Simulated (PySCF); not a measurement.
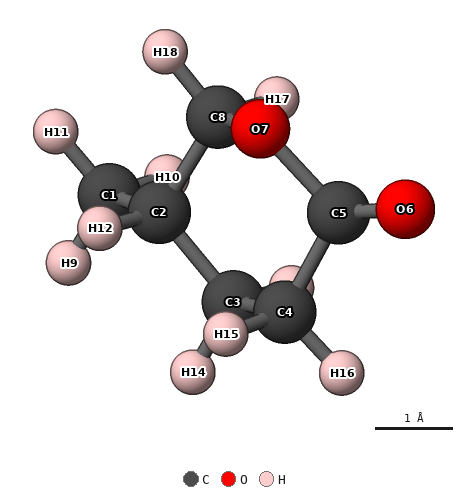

The structure as given in the input (ball-and-stick view, seen at a tilt; atoms are numbered from 1 in the order of the input). Bond lengths as drawn: C–C 1.53 to 1.54 Å, C–H 1.09 to 1.11 Å and C–O 1.28 to 1.51 Å.

EPR calculation, with input and output: C$_{6}$H$_{10}$O$_{2}$ (charge −1)

The run: EPR calculation of C$_{6}$H$_{10}$O$_{2}$, charge −1, multiplicity 2. Method and program: UKS B3LYP, pcH-1 on C H O, non-relativistic, mean-field spin-orbit, GIAO (PySCF 2.14.0).

It belongs to a series of runs on one base structure; here: electron added.

**What the program printed**
```
UKS, coarse grid
  cycle   1  E = -384.84537523  |g| = 7.90e-01
  cycle   2  E = -381.05286200  |g| = 2.14e+00
  cycle   3  E = -384.91005300  |g| = 6.21e-01
  cycle   4  E = -385.07762112  |g| = 2.05e-01
  cycle   5  E = -385.09449090  |g| = 1.58e-01
  cycle   6  E = -385.10365141  |g| = 3.74e-02
  cycle   7  E = -385.10428858  |g| = 1.11e-02
  cycle   8  E = -385.10435914  |g| = 5.41e-03
  cycle   9  E = -385.10438460  |g| = 1.60e-03
  cycle  10  E = -385.10438736  |g| = 1.38e-03
  cycle  11  E = -385.10438783  |g| = 2.78e-04
UKS, final grid
  cycle   1  E = -385.10438062  |g| = 3.69e-04
  cycle   2  E = -385.10438055  |g| = 5.84e-04
  cycle   3  E = -385.10438068  |g| = 7.60e-05
  cycle   4  E = -385.10438068  |g| = 2.88e-05
E = -385.10438068 Eh   <S^2> = 0.7533 (exact 0.7500)
g shifts (ppm)      1          2          3
  rmc          -213       -213       -213
  gc             35         38         37
  oz_so         -96       1536       2190
  total        -274       1361       2015
hyperfine (MHz)  atom isotope    a_iso     a_fc   dipolar eigenvalues
    0   13C       0.39       0.39     -0.33     -0.22      0.55
    1   13C       5.48       5.48     -0.98      0.28      0.70
    2   13C      34.92      34.92     -1.52      0.45      1.07
    3   13C      90.26      90.26     -6.07     -2.91      8.98
    4   13C     222.75     222.75    -46.62    -43.58     90.20
    5   17O     -32.36     -32.36   -102.73     50.72     52.01
    6   17O     -12.42     -12.42    -16.90      7.65      9.26
    7   13C      24.61      24.61     -1.91      0.17      1.74
    8    1H      -0.15      -0.15     -0.72     -0.38      1.10
    9    1H      -0.05      -0.05     -1.03     -0.68      1.71
   10    1H       0.36       0.36     -0.64     -0.53      1.16
   11    1H       0.28       0.28     -1.98     -0.65      2.63
   12    1H      -1.73      -1.73     -5.00     -0.26      5.26
   13    1H      -1.75      -1.75     -2.44     -0.58      3.01
   14    1H      45.78      45.78     -5.19     -4.56      9.74
   15    1H      -0.22      -0.22     -5.40     -3.77      9.17
   16    1H      -4.35      -4.35     -5.67     -0.67      6.34
   17    1H      -1.20      -1.20     -2.59     -1.20      3.79
```

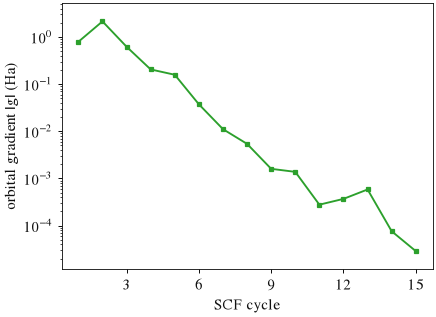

Convergence of the self-consistent field: orbital gradient |g| against the SCF cycle. All cycles printed in the log are drawn one after another.

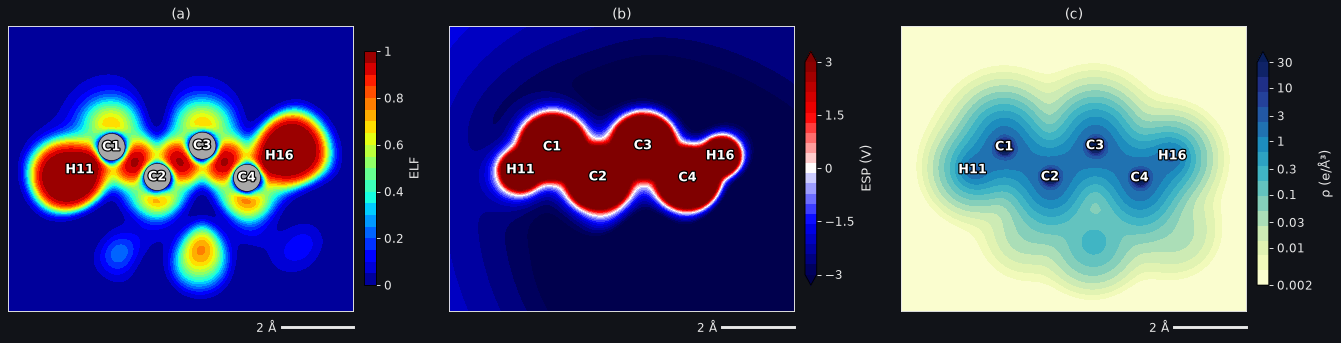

(a) electron localisation function; (b) molecular electrostatic potential; (c) electron density on the plane of atoms C2, C3 and C4. Grey discs, where drawn, cover atomic cores. The section cuts through C and H sites. C–H (1.09 Å): ρ is about 1.9 e/Å³ halfway; the ELF climbs to about 1 towards the hydrogen, as it does in any bond to H (a covalent bond by its length).

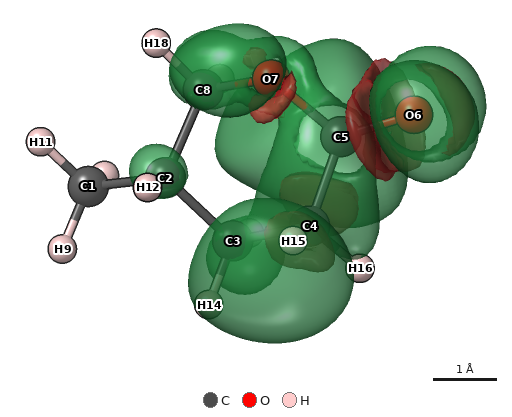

Isosurfaces of the spin density at +0.003 (green) and −0.003 e/Å³ (red), seen at a tilt. The unpaired spin (1 electron) lies mostly on C5 (about 0.4) and O6 (about 0.3), in electrons by Hirshfeld's partition.

The run was set up as follows.

**The input**
```
{"job": {"kind": "epr", "basis": "pcH-1"}, "charge": -1, "multiplicity": 2}
C      2.118428    -0.266802     0.466237
C      0.771133     0.084786    -0.158689
C     -0.219769    -1.073605    -0.069577
C     -1.567548    -0.637330    -0.647795
C     -2.085923     0.601345     0.085758
O     -3.309996     0.972008    -0.001041
O     -1.057206     1.691075    -0.054640
C      0.137528     1.313269     0.522240
H      2.552263    -1.139290    -0.023259
H      1.995384    -0.494030     1.524495
H      2.817231     0.564581     0.374660
H      0.920673     0.333131    -1.216791
H     -0.348736    -1.351773     0.981348
H      0.175813    -1.949460    -0.604323
H     -1.435490    -0.459252    -1.733707
H     -2.307931    -1.434531    -0.533371
H      0.010343     1.079632     1.600639
H      0.825045     2.172563     0.442836
```

The first line tells a small driver script what to run in PySCF; the rest is the geometry in Å.

Launched with:
```bash
OMP_NUM_THREADS=1 python <driver script> task.json out
```

**Results in brief**

| quantity | value |
| --- | --- |
| outcome | converged |
| total energy | −385.104381 hartree |
| ⟨S²⟩ | 0.753 |
| isotropic g | 2.0034 |
| hardware | 1 CPU thread, shared host |
| wall time | 73 s |
| peak memory | 0.97 GiB |
